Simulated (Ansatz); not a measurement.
| atom | x (Å) | y (Å) | z (Å) |
| --- | --- | --- | --- |
| C | 2.6224 | 0.7586 | -0.1210 |
| C | 1.2894 | 0.5997 | 0.0135 |
| C | 1.9541 | 1.4793 | 0.8591 |
| C | 1.9465 | 2.4009 | 1.9117 |
| F | 0.8283 | 2.6716 | 2.4854 |
| H | 3.5566 | 0.5076 | -0.6285 |
| H | 0.3563 | 0.1284 | -0.3028 |
| H | 2.8359 | 2.9161 | 2.2884 |

Geometry: PBE0-D3(BJ)/def2-SVP.

Theory: Ansatz 0.2.0, isolated molecule in a Gaussian basis; Kohn-Sham density functional theory, functional PBE0.

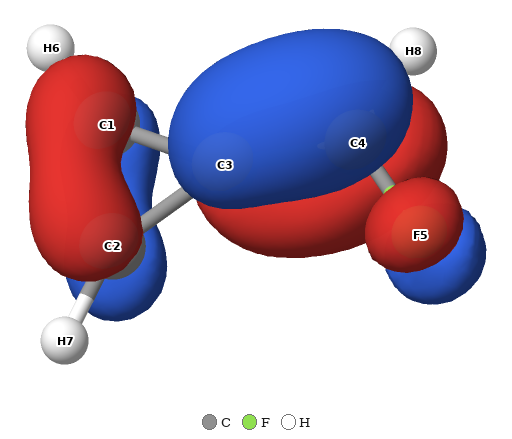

C$_{4}$H$_{3}$F (SMILES FC=C1[CH][CH+]1) (charge +1, doublet). The LUMO (β) at ±0.15 Å⁻³ᐟ² (blue and red are the two phases), seen at a tilt.

> What is the character of this orbital?

By Hirshfeld shares it lies mainly on C4 (about 35 %), C3 (about 25 %), C2 (about 10 %), C1 (about 10 %) and F5 (about 10 %); it changes sign across the molecular plane (π type); π-bonding across C1–C2 and C3–C4; π-antibonding (a node) across C1–C3, C2–C3 and C4–F5. Its energy is −9.59 eV.
